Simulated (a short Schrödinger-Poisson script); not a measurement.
Stack: MOS inversion layer, HfO2 on p-type Si(110), at 400 K.

| layer | material | thickness (nm) | Na (cm⁻³) |
|---|---|---|---|
| 1 | HfO2 | 10.4 | - |
| 2 | Si | 700 | 1.1e18 |

Constants are typed, rounded textbook-type inputs, not results; the design itself was drawn at random and stands for no fabricated device. HfO2: permittivity 22, conduction-band edge (eV) 1.55, gap (eV) 5.7, electron mass (mₑ) 0.2. Si: permittivity 11.7, conduction-band edge (eV) 0, gap (eV) 1.124, Nv at 300 K (cm⁻³) 3.1e19.

Channel valleys (confinement mass, in-plane density-of-states mass, number): Δ4 0.315, 0.324, 4; Δ2 0.19, 0.417, 2. At the gate the conduction-band edge of layer 1 lies 2.04 eV − eVg above the Fermi level of the channel; the field vanishes at the back. Gaps are held at their typed values at every temperature. Mesh 0.03 nm at interfaces.

Solved with a short Schrödinger-Poisson script written for these runs: 1D Poisson equation in equilibrium, electrons quantum, Hartree (BenDaniel-Duke, 12 states a valley, the channel's in-plane mass for all, wave functions ending at the dielectric), parabolic valleys, classical holes, full ionisation, no traps, pinning or gate leakage.

Only gate voltages with over 1e8 electrons/cm² are shown.

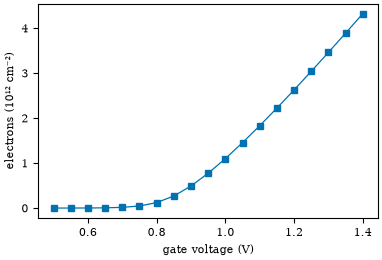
Figure. Sheet density against gate voltage

| Vg (V) | electrons (cm⁻²) | C (μF/cm²) | Δ4 E0 (meV) | Δ4 E1 (meV) | Δ2 E0 (meV) | Δ2 E1 (meV) |
|---|---|---|---|---|---|---|
| 0.5 | 1.75e8 | 0.303 | 409.6 | 515.2 | 436.0 | 558.6 |
| 0.6 | 1.66e9 | 0.293 | 331.7 | 442.1 | 359.2 | 487.7 |
| 0.7 | 1.57e10 | 0.321 | 253.7 | 368.7 | 282.4 | 416.3 |
| 0.8 | 1.22e11 | 0.546 | 182.7 | 302.0 | 212.6 | 351.4 |
| 0.9 | 4.91e11 | 0.926 | 134.0 | 257.3 | 165.1 | 308.0 |
| 1 | 1.10e12 | 1.15 | 105.4 | 232.7 | 138.1 | 284.4 |
| 1.1 | 1.83e12 | 1.26 | 87.0 | 218.1 | 121.2 | 270.6 |
| 1.2 | 2.63e12 | 1.33 | 73.7 | 208.4 | 109.4 | 261.6 |
| 1.3 | 3.46e12 | 1.37 | 63.2 | 201.5 | 100.6 | 255.3 |
| 1.4 | 4.32e12 | 1.40 | 54.7 | 196.4 | 93.5 | 250.6 |

Subbands count from the Fermi level.
